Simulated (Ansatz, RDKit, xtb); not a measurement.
**C3H5F3GeO: which of the isomers drawn lies lowest?**

A sample of isomers of C3H5F3GeO is drawn. Aim: find which of them has the lowest free energy at 298.15 K, then its properties. The sample is small against all isomers, and the most stable one of this formula need not be in it.

Plan: many cheap relaxations first (GFN2-xTB), then density-functional screening, relaxation at r2SCAN-D4/def2-SVP, vibrations (at GFN2-xTB) and a final energy. The numbers are computed, not measured.

### 1 Possible bonding patterns

Isomers were taken from a list of plausible structures; this is a sample, not all of them. That gives 6 candidates.

| label | SMILES | spin |
| --- | --- | --- |
| c044 | O=[CH][GeH2][CH2]C(F)(F)F | singlet |
| c437 | C=C[O][GeH2][C](F)(F)F | singlet |
| c655 | C=C([O][GeH3])C(F)(F)F | singlet |
| c683 | FC[C@]1([GeH]([F])[F])CO1 | singlet |
| c798 | C[O][Ge@H]([F])/[C](F)=C\F | singlet |
| c860 | [F][Ge]([F])([F])[C@@H]1CCO1 | singlet |

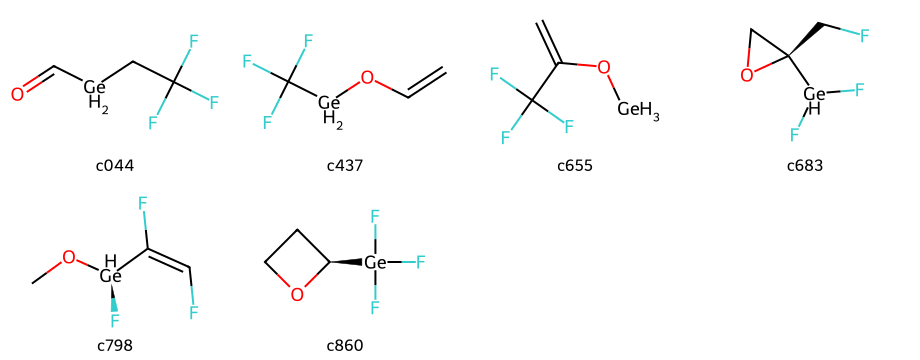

Structural formulas of the candidates.

Candidates are built by distance geometry, with a force field where one applies, in up to four conformers (letters a to d).

### 2 Cheap relaxation of all starts

All 18 starts are relaxed the same way. One of them, c860a (taken from a list of plausible isomers, embedded by distance geometry and UFF), in full:

start.xyz reads:

```xyz
13
c860a
C      0.869780     1.480900     0.648103
C      1.002094     0.454302     1.672476
C     -0.520891     0.553058     1.706321
F      1.011630     2.111759    -2.357652
F      3.179261     0.620599    -1.177416
F      0.611574    -0.592091    -1.528633
Ge     1.452485     0.879895    -1.152052
O     -0.533803     1.510196     0.738716
H      1.310378     2.486082     0.919392
H      1.483737     0.804831     2.565496
H      1.350873    -0.572769     1.350389
H     -0.909357     0.907118     2.694855
H     -1.024039    -0.440111     1.409678
```

Launch:

```console
$ xtb start.xyz --gfn 2 --opt
```

Output, shortened:

```text
* xtb version 6.7.1
[...]
          :  # basis functions                  43          :
[...]
          :  # electrons                        48          :
[...]
          :  Hamiltonian                  GFN2-xTB          :
[...]
          :  net charge                          0          :
          :  unpaired electrons                  0          :
[...]
   *** convergence criteria satisfied after 12 iterations ***
[...]
   *** GEOMETRY OPTIMIZATION CONVERGED AFTER 18 ITERATIONS ***
[...]
   *** convergence criteria satisfied after 3 iterations ***
[...]
         ::                     SUMMARY                     ::
         :::::::::::::::::::::::::::::::::::::::::::::::::::::
         :: total energy             -29.261449705612 Eh    ::
         :: gradient norm              0.000351845828 Eh/a0 ::
         :: HOMO-LUMO gap              4.346840554815 eV    ::
         ::.................................................::
         :: SCC energy               -29.398842609855 Eh    ::
         :: -> isotropic ES            0.037425237816 Eh    ::
         :: -> anisotropic ES         -0.000556504022 Eh    ::
         :: -> anisotropic XC         -0.001073791716 Eh    ::
         :: -> dispersion             -0.008391634522 Eh    ::
         :: repulsion energy           0.137392904243 Eh    ::
         :: add. restraining           0.000000000000 Eh    ::
         :: total charge               0.000000000000 e     ::
         :::::::::::::::::::::::::::::::::::::::::::::::::::::
[...]
        24        2.0000           -0.4399918             -11.9728 (HOMO)
        25                         -0.2802483              -7.6259 (LUMO)
[...]
     #   Z          covCN         q      C6AA      α(0)
     1   6          4.019     0.119    18.564     6.121
     2   6          3.862    -0.075    21.896     6.654
     3   6          4.100     0.071    19.322     6.243
     4   9          0.715    -0.222    11.479     4.001
     5   9          0.714    -0.255    11.829     4.061
     6   9          0.715    -0.249    11.760     4.050
     7  32          2.991     0.483   206.203    27.880
     8   8          1.755    -0.260    18.300     5.776
     9   1          0.925     0.076     2.025     2.226
    10   1          0.925     0.079     1.988     2.205
    11   1          0.925     0.086     1.919     2.166
    12   1          0.924     0.072     2.069     2.249
    13   1          0.924     0.077     2.012     2.218
[...]
     #   Z sym  total        # sym  WBO       # sym  WBO       # sym  WBO
 ---------------------------------------------------------------------------
     1   6      3.938 --     8      1.070     2      1.007     9      0.954
                             7      0.615
     2   6      3.982 --     1      1.007     3      1.005    10      0.967
                            11      0.962
     3   6      3.927 --     2      1.005    12      0.971    13      0.969
                             8      0.956
     4   9      1.282 --     7      1.069
     5   9      1.240 --     7      1.038
     6   9      1.251 --     7      1.056
     7  32      3.923 --     4      1.069     6      1.056     5      1.038
                             1      0.615
     8   8      2.190 --     1      1.070     3      0.956
     9   1      0.994 --     1      0.954
[...]
molecular dipole:
                 x           y           z       tot (Debye)
 q only:       -0.333       0.124       2.391
   full:       -0.370       0.361       2.619       6.784
molecular quadrupole (traceless):
[...]
          | TOTAL ENERGY              -29.261449705612 Eh   |
          | GRADIENT NORM               0.000351845828 Eh/α |
          | HOMO-LUMO GAP               4.346840554815 eV   |
           -------------------------------------------------
[...]
```

It took 0.14 s on 4 threads of Arm Neoverse V1, shared host.

### 3 What the search left

18 of the 18 relaxations converged. 18 distinct structures remain:

| label | start | SMILES after | spin | energy (kcal/mol) |
| --- | --- | --- | --- | --- |
| c860a | drawn | [F][Ge]([F])([F])[C@@H]1CCO1 | singlet | 0.0 |
| c683c | drawn | FC[C@]1([GeH]([F])[F])CO1 | singlet | 23.4 |
| c683b | drawn | FC[C@]1([GeH]([F])[F])CO1 | singlet | 23.6 |
| c683a | drawn | FC[C@]1([GeH]([F])[F])CO1 | singlet | 25.0 |
| c683d | drawn | FC[C@]1([GeH]([F])[F])CO1 | singlet | 26.5 |
| c798d | drawn | C[O][Ge@H]([F])/[C](F)=C\F | singlet | 49.5 |
| c798c | drawn | C[O][Ge@H]([F])/[C](F)=C\F | singlet | 49.8 |
| c798b | drawn | C[O][Ge@H]([F])/[C](F)=C\F | singlet | 51.2 |
| c798a | drawn | C[O][Ge@H]([F])/[C](F)=C\F | singlet | 51.7 |
| c655b | drawn | C=C([O][GeH3])C(F)(F)F | singlet | 57.3 |
| c655a | drawn | C=C([O][GeH3])C(F)(F)F | singlet | 62.5 |
| c437c | drawn | C=C[O][GeH2][C](F)(F)F | singlet | 66.6 |
| c437a | drawn | C=C[O][GeH2][C](F)(F)F | singlet | 69.9 |
| c437b | drawn | C=C[O][GeH2][C](F)(F)F | singlet | 70.0 |
| c044a | drawn | O=[CH][GeH2][CH2]C(F)(F)F | singlet | 82.1 |
| c044c | drawn | O=[CH][GeH2][CH2]C(F)(F)F | singlet | 82.4 |
| c044b | drawn | O=[CH][GeH2][CH2]C(F)(F)F | singlet | 82.6 |
| c044d | drawn | O=[CH][GeH2][CH2]C(F)(F)F | singlet | 82.9 |

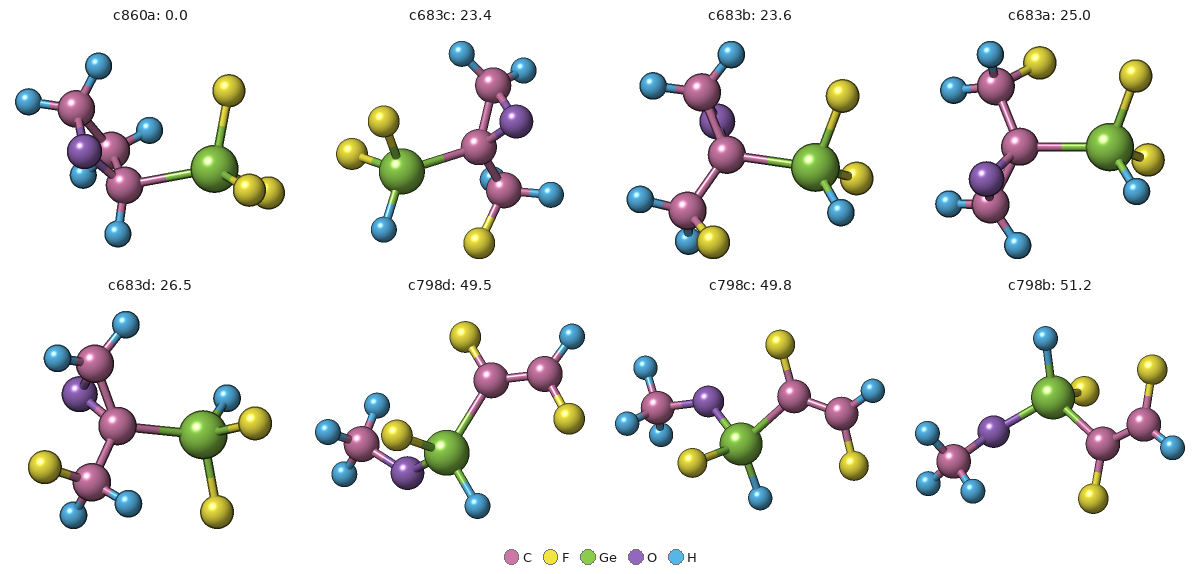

The 8 lowest minima that did not fall apart, with their GFN2-xTB energies in kcal/mol.

### 4 Screening with a density functional

A choice of the minima (the low ones first, few conformers of a pattern, up to a cap) and the lowest that fell apart get a single point at r2SCAN-D4/def2-SVP on the tight-binding geometry, and one at HF/STO-3G for comparison. The lowest singlets are also tried as triplets at the same geometry (label ending in t). Within 30 kcal/mol but not screened, among others: c683a, c683d. The first, c860a:

input.yaml reads:

```yaml
crystal:
  periodic: [false, false, false]
  atoms:
    - {symbol: C, position_ang: [0.863976, 1.634572, 0.798441]}
    - {symbol: C, position_ang: [1.020785, 0.481937, 1.775357]}
    - {symbol: C, position_ang: [-0.510149, 0.455686, 1.715171]}
    - {symbol: F, position_ang: [1.145420, 1.851246, -2.671337]}
    - {symbol: F, position_ang: [3.034534, 0.448887, -1.296108]}
    - {symbol: F, position_ang: [0.511782, -0.508110, -1.530257]}
    - {symbol: Ge, position_ang: [1.357667, 0.988555, -1.158172]}
    - {symbol: O, position_ang: [-0.506044, 1.682159, 0.964185]}
    - {symbol: H, position_ang: [1.379402, 2.580219, 0.951336]}
    - {symbol: H, position_ang: [1.428482, 0.789358, 2.736094]}
    - {symbol: H, position_ang: [1.535822, -0.407679, 1.419285]}
    - {symbol: H, position_ang: [-1.047216, 0.571152, 2.657050]}
    - {symbol: H, position_ang: [-0.930740, -0.364212, 1.128629]}
basis:
  gaussian:
    orbitals: def2-SVP
hamiltonian:
  xc: r2scan
  dispersion: d4
scf:
  lower_state_search: "off"
```

Launch:

```console
$ ansatz run input.yaml --threads 4 --pin off --max-ram 7830MiB --events-out events.jsonl --progress --plain --runs-dir runs
```

Output, shortened:

```text
Warning: RAYON_NUM_THREADS=4 ignored (pool sized by the plan → 4); use --threads N
Functional definition: r2SCAN
  name "r2SCAN"
[...]
1702 factors; their error is unknown
[...]
mean field -69886.11206665 eV, -2568.2672479414 hartree, gradient 6.6e-6 eV, S^2 0.000000; 0 other end points of the search recorded, 0 dependent functions left out
reference -69886.11207707 eV, -2568.2672483241 hartree; 45, 45 occupied and 110, 110 virtual orbitals, 1702 factors
Total energy: -69886.19131135 eV, -2568.2701601301 hartree
Checks for a lower state left out: stability, starts, cluster_reference, orbital_swaps, neighbouring_geometries, increment
```

Run time: 2.5 s. Hardware: 4 threads of Arm Neoverse V1, shared host; peak memory 0.23 GiB.

Relative energies in kcal/mol, each column from its lowest structure that stays in one piece:

| label | SMILES | spin | GFN2-xTB | HF/STO-3G | r2SCAN-D4/def2-SVP |
| --- | --- | --- | --- | --- | --- |
| c860a | [F][Ge]([F])([F])[C@@H]1CCO1 | singlet | 0.0 | 0.0 | 0.0 |
| c683c | FC[C@]1([GeH]([F])[F])CO1 | singlet | 23.4 | 13.4 | 28.3 |
| c683b | FC[C@]1([GeH]([F])[F])CO1 | singlet | 23.6 | 15.1 | 29.5 |
| c798d | C[O][Ge@H]([F])/[C](F)=C\F | singlet | 49.5 | 11.4 | 41.3 |
| c860at | [F][Ge]([F])([F])[C@@H]1CCO1 | triplet | – | – | 106.9 |
| c683ct | FC[C@]1([GeH]([F])[F])CO1 | triplet | – | – | 170.2 |

### 5 Relaxing the best candidates

3 candidates are relaxed at r2SCAN-D4/def2-SVP (chosen among the lowest in one piece, one conformer a pattern). The first, c860a:

Changes to input.yaml since step 4:

```diff
@@ -24 +24,3 @@
   lower_state_search: "off"
+relax:
+  f_tol: 0.006
```

Launch:

```console
$ ansatz run input.yaml --threads 4 --pin off --max-ram 7830MiB --events-out events.jsonl --progress --plain --runs-dir runs
```

Output, shortened:

```text
Warning: RAYON_NUM_THREADS=4 ignored (pool sized by the plan → 4); use --threads N
[...]
Functional definition: r2SCAN
  name "r2SCAN"
[...]
1702 factors; their error is unknown
[...]
mean field -69886.11206542 eV, -2568.2672478962 hartree, gradient 3.5e-6 eV, S^2 0.000000; 0 other end points of the search recorded, 0 dependent functions left out
[...]
reference -69886.11207584 eV, -2568.2672482789 hartree; 45, 45 occupied and 110, 110 virtual orbitals, 1702 factors
relax step   1: F+E_penalty+E_count = -69886.19129970 eV  Δ(F+E_penalty+E_count) = +0.000e0 eV  max|allowed force component| = 1.453e0 eV/Å  Δτ_max = 0.0000 Å  (20 SCF iters, accepted)
[...]
relax step   4: F+E_penalty+E_count = -69886.47164325 eV  Δ(F+E_penalty+E_count) = -1.299e-2 eV  max|allowed force component| = 9.234e-2 eV/Å  Δτ_max = 0.0483 Å  (20 SCF iters, accepted)
[...]
Atom 4 at     3.045639     0.582862    -1.400407 Å, force    -0.001447    -0.000012     0.000287 eV/Å
Atom 5 at     0.554809    -0.581180    -1.288620 Å, force     0.001653     0.002221     0.000666 eV/Å
Atom 6 at     1.380987     0.925198    -1.092904 Å, force    -0.000734    -0.000515    -0.000414 eV/Å
Atom 7 at    -0.444843     1.706306     0.836774 Å, force     0.000886    -0.003224     0.002439 eV/Å
Atom 8 at     1.516354     2.517060     0.922811 Å, force    -0.000601     0.000045     0.000220 eV/Å
Atom 9 at     1.379013     0.816938     2.742296 Å, force     0.001432    -0.000101     0.000043 eV/Å
Atom 10 at     1.532190    -0.482044     1.512204 Å, force    -0.000870    -0.000866     0.000411 eV/Å
Atom 11 at    -1.108572     0.624638     2.534070 Å, force     0.000470    -0.000110     0.000615 eV/Å
Atom 12 at    -0.920793    -0.347687     1.024286 Å, force    -0.001317     0.000156     0.000030 eV/Å
Dipole moment:     0.044491    -0.009660     0.896564 e Å
Checks for a lower state left out: stability, starts, cluster_reference, orbital_swaps, neighbouring_geometries, increment
```

Run time: 36 s. Hardware: 4 threads of Arm Neoverse V1, shared host; peak memory 0.24 GiB.

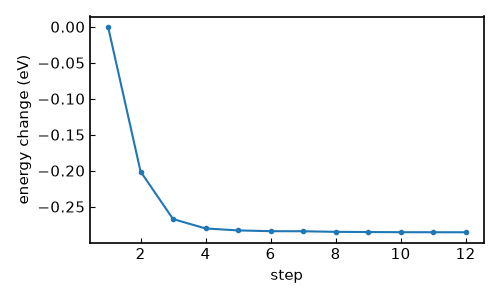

Energy along the run, all evaluated steps.

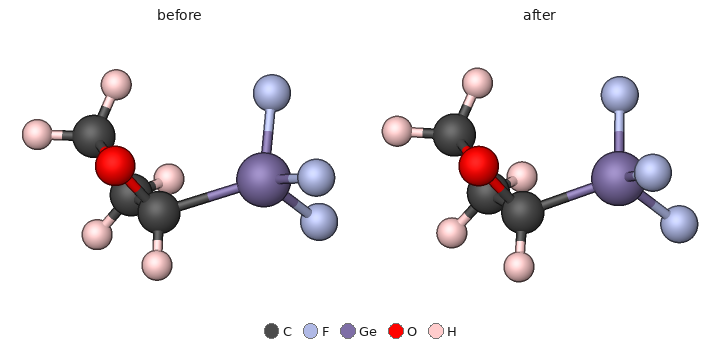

Before and after, at one scale.

After the run. Bond lengths: C1–C2 1.542 Å, C2–C3 1.537 Å, C1–Ge7 1.962 Å, F4–Ge7 1.721 Å, F5–Ge7 1.727 Å, F6–Ge7 1.729 Å, C1–O8 1.430 Å, C3–O8 1.450 Å, C1–H9 1.104 Å, C2–H10 1.100 Å, C2–H11 1.100 Å, C3–H12 1.102 Å, C3–H13 1.104 Å. Some angles: C1–C2–C3 83.7°, C2–C1–Ge7 112.4°, C2–C1–O8 91.9°, Ge7–C1–O8 108.4°, C2–C3–O8 91.4°, C1–Ge7–F4 116.4°, C1–Ge7–F5 115.4°, C1–Ge7–F6 107.2°, F4–Ge7–F5 105.5°, F4–Ge7–F6 105.9°.

(Part 1 of 2 ends here.)
